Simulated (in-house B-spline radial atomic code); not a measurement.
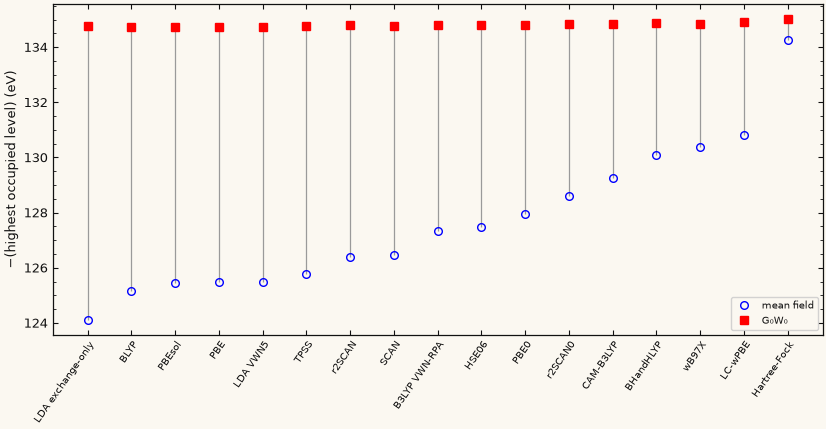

Binding energy of the highest level (4p↑) of an atom or ion with the configuration [Ar] 3d¹⁰ 4s² 4p³, on 17 mean-field starts and after G₀W₀. All-electron spherical atom, non-relativistic, no spin-orbit coupling, Breit or QED terms; computed with a B-spline radial code.

### Which atom or ion is it?

Zr⁷⁺. The mean-field values spread from 124.11 eV (LDA exchange-only) to 134.27 eV (Hartree-Fock); after G₀W₀ they lie between 134.71 eV (BLYP) and 135.01 eV (Hartree-Fock), so the spread shrinks from 10.16 to 0.30 eV.
